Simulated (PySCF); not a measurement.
Electron detachment energy of Sn⁻ ([Kr] 4d¹⁰ 5s² 5p³ → [Kr] 4d¹⁰ 5s² 5p²). PySCF, aug-cc-pVQZ-DK3, spin-free X2C-1e, unrestricted single determinants, no spin-orbit coupling. Methods marked “valence” freeze 46 core electrons.

The results, method by method:

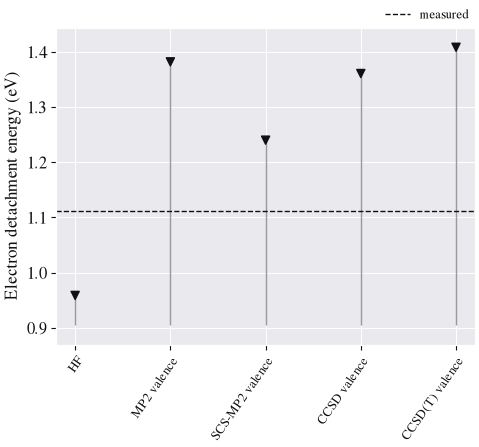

```csv
Method,Electron detachment energy (eV)
HF,0.959
MP2 valence,1.382
SCS-MP2 valence,1.240
CCSD valence,1.361
CCSD(T) valence,1.408
```

The values run from 0.959 eV (HF) to 1.408 eV (CCSD(T) valence). The measured value is 1.112 eV; nearest to it come SCS-MP2 valence (+0.128) and HF (−0.154), furthest CCSD(T) valence (+0.296 eV). These values lack spin-orbit coupling; with the first-order correction of −0.25 eV added, CCSD valence comes nearest (−0.003).
